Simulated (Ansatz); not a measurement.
## Electronic structure of MoSe in real space

```
CELL_PARAMETERS angstrom
4.02101 0.00000 0.00000
-2.01050 3.48230 0.00000
0.00000 0.00000 6.81577
ATOMIC_POSITIONS crystal
Mo 0.00000 0.00000 0.00000
Mo 0.00000 0.00000 0.50000
Se 0.33333 0.66667 0.25000
Se 0.66667 0.33333 0.75000
```

Space group P6₃/mmc; started from the nickel arsenide prototype, which need not be the ambient phase; Hubbard U of 4.38 eV on Mo d only; spin-polarised.

Computed with DFT PBE+U, scalar-relativistic, plane waves, PAW in Ansatz 0.2.0.

Core electrons are frozen (PAW), and the valence fields are smoothed inside the atomic spheres.

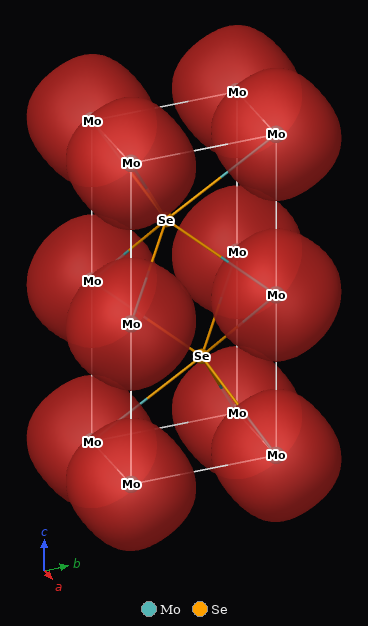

Figure 1. Isosurfaces of the magnetisation density (up minus down) at +0.1 (red) and −0.1 e/Å³ (blue), seen slightly off an axis. Sticks mark near contacts.

### Describe the spin distribution.

The spin density sits on Mo: +3.4 μB (×2) in one cell of 4 atoms, with smaller moments on Se (up to −0.23 μB): parallel moments (a ferromagnetic arrangement) in this solution. The cell of the calculation (4 atoms) carries 8.0 μB of net spin moment. Only one sign reaches the isovalue.

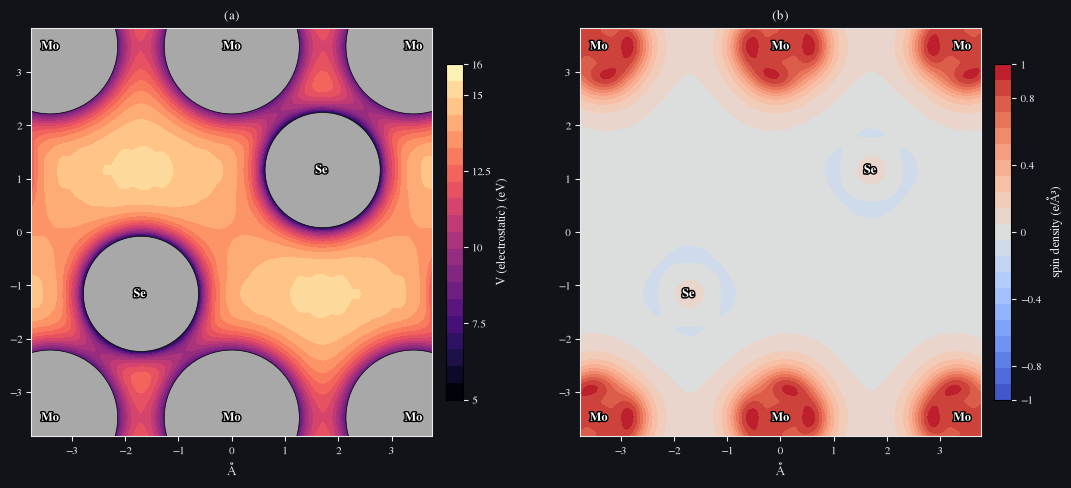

Figure 2. (a) electrostatic potential energy of an electron; (b) spin density (up minus down) on the (110) plane of the conventional cell. Grey discs cover the atomic cores in the potential map.

### Interpret the plot.

The section cuts through Mo and Se sites.

Outside the cores the potential energy rises away from the atoms and is highest about 2.3 Å from the nearest atoms; its zero is arbitrary.

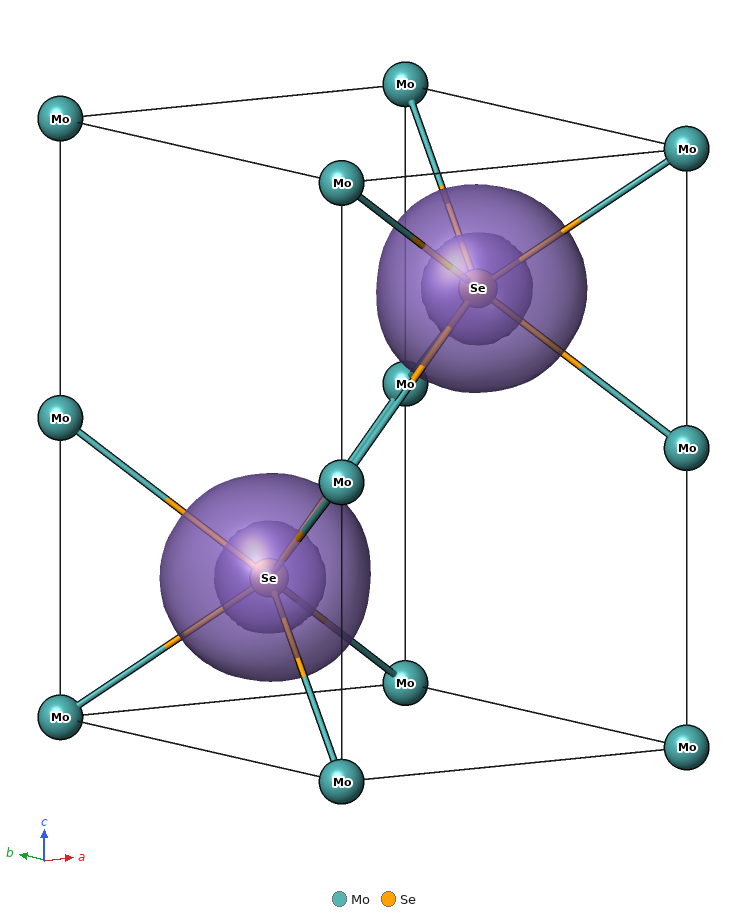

Figure 3. Isosurface of the ELF at 0.7 (purple), seen at an oblique angle. Core shells and regions of very low density are left out. Sticks mark near contacts.

### Identify the bonds, lone pairs and shells in this picture.

At this value the surface marks out two regions wrapped around Se (the valence shell of each), counted in one cell of 4 atoms. Any copies at cell faces, edges or corners count once.


Mo–Se (2.88 Å): the ELF is about 0.35 at the midpoint and 0.20 at its lowest between the atoms.

### Does the calculation make it a metal, or give it a gap?

It is metallic or semimetallic at this level of theory: no gap opens; semilocal functionals without U, or without the true magnetic order, often close the gap of such compounds.
